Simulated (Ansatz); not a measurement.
Band structure of La₃InN (Pm-3m, 5 atoms in the cell).

```xyz
5
Lattice="5.0125 0.0000 0.0000 0.0000 5.0125 0.0000 0.0000 0.0000 5.0125" Properties=species:S:1:pos:R:3 pbc="T T T"
La     2.5062     2.5062     0.0000
La     0.0000     2.5062     2.5062
La     2.5062     0.0000     2.5062
In     0.0000     0.0000     0.0000
N      2.5062     2.5062     2.5062
```

Method: LDA (PW92), PAW files made with PBE (plane waves; Ansatz, a quantum-chemistry and plane-wave program).

Settings: kpoints.mp_grid.grid = 7 7 7; hamiltonian.xc = lda; hamiltonian.pseudopotentials = {kind: paw} (an earlier, softer set of the program's PAW files); scf.occupations.method = gaussian; scf.occupations.width = 0.136 eV; kpoints.band_path.npoints = 8.

The starting cell comes from a database of computed structures (which also holds hypothetical and non-ambient phases and stackings), without a prior relaxation at this level. Its lattice was rescaled by a random factor within 2.5 % of one.

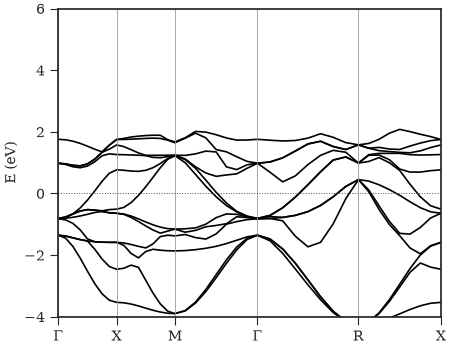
Figure. Bands along the path, energies from the Fermi level.

Levels in eV from the Fermi level, bands 23 to 30:
```json
[
 {"point": "Γ", "23": "-0.82", "24": "-0.82", "25": "-0.81", "26": "-0.81", "27": "-0.81", "28": "0.98", "29": "0.98", "30": "0.98"},
 {"point": "X", "23": "-1.59", "24": "-0.64", "25": "-0.64", "26": "-0.51", "27": "0.77", "28": "1.26", "29": "1.57", "30": "1.75"},
 {"point": "M", "23": "-1.38", "24": "-1.16", "25": "-1.16", "26": "1.23", "27": "1.23", "28": "1.24", "29": "1.24", "30": "1.64"},
 {"point": "R", "23": "0.45", "24": "0.45", "25": "0.45", "26": "0.99", "27": "0.99", "28": "0.99", "29": "1.58", "30": "1.58"}
]
```

Bands cross the Fermi level along this path, so the cell is metallic at this level.

Keys are those of Ansatz 0.2.
